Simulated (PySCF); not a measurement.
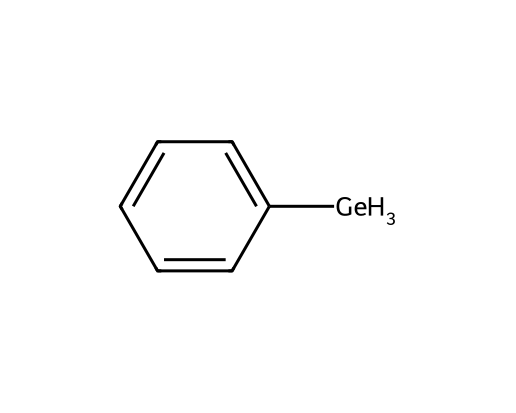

Structural formula above. The computed structure is the end point of a PBE0-D3(BJ)/def2-SVP optimisation. No frequency run is at hand to confirm it as a minimum.

What does the molecule look like in three dimensions?

The molecule is C6H8Ge. SMILES: `[GeH3][c]1ccccc1`. Coordination: 1 Ge tetrahedral; 6 C trigonal planar.

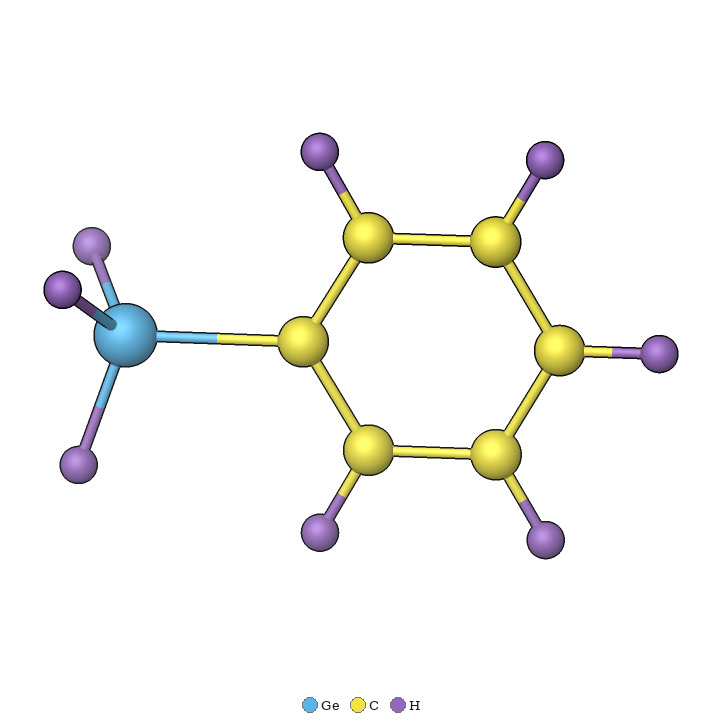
